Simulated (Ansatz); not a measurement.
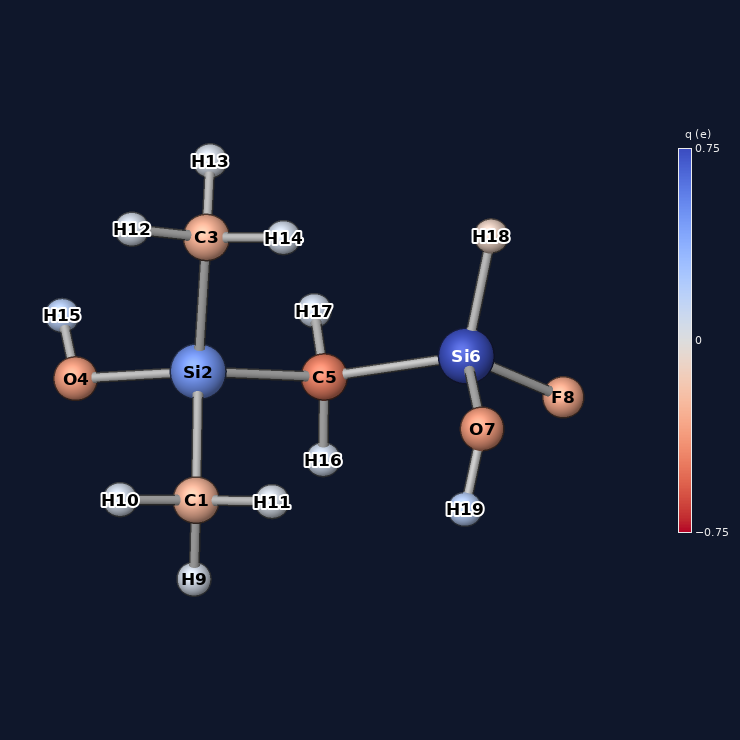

Atoms are coloured by their Mulliken charges. The computed structure is the end point of a PBE-D4/def2-SVP optimisation. No frequency run is at hand to confirm it as a minimum. Method: RKS PBE-D4/def2-SVP (Ansatz 0.2.0).

List the Mulliken charges.

```tsv
atom	value (e)
C1	−0.25
Si2	0.48
C3	−0.27
O4	−0.35
C5	−0.45
Si6	0.72
O7	−0.36
F8	−0.31
H9	0.06
H10	0.07
H11	0.05
H12	0.06
H13	0.05
H14	0.07
H15	0.18
H16	0.08
H17	0.08
H18	−0.10
H19	0.19
```

Mulliken values depend strongly on the basis set and can even reverse the polarity of a bond.
